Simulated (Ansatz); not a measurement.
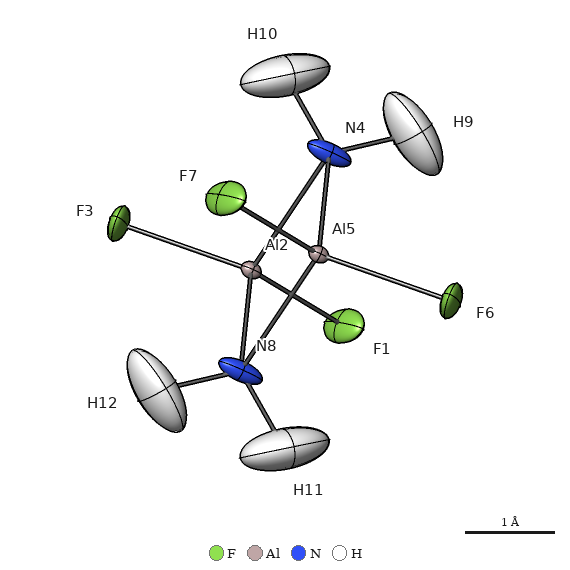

Displacement ellipsoids at the 50 % level, enlarged 1.5 times, from the internal vibrations of the free molecule (harmonic, no overall translation or rotation; no half-axis is drawn under 0.075 Å). Vibrations computed with RKS PBE0-D4/def2-TZVP (Ansatz 0.2.0). Temperature: 200 K.

Give the displacement parameters, one line for each set of equivalent atoms.

```json
{"atom": "F1, F3, F6, F7", "U_eq (Å²)": "0.0119", "rms amplitudes (Å)": "0.048, 0.090, 0.159"}
{"atom": "Al2, Al5", "U_eq (Å²)": "0.0019", "rms amplitudes (Å)": "0.038, 0.041, 0.052"}
{"atom": "N4, N8", "U_eq (Å²)": "0.0063", "rms amplitudes (Å)": "0.050, 0.050, 0.118"}
{"atom": "H9, H10, H11, H12", "U_eq (Å²)": "0.0296", "rms amplitudes (Å)": "0.099, 0.163, 0.229"}
```
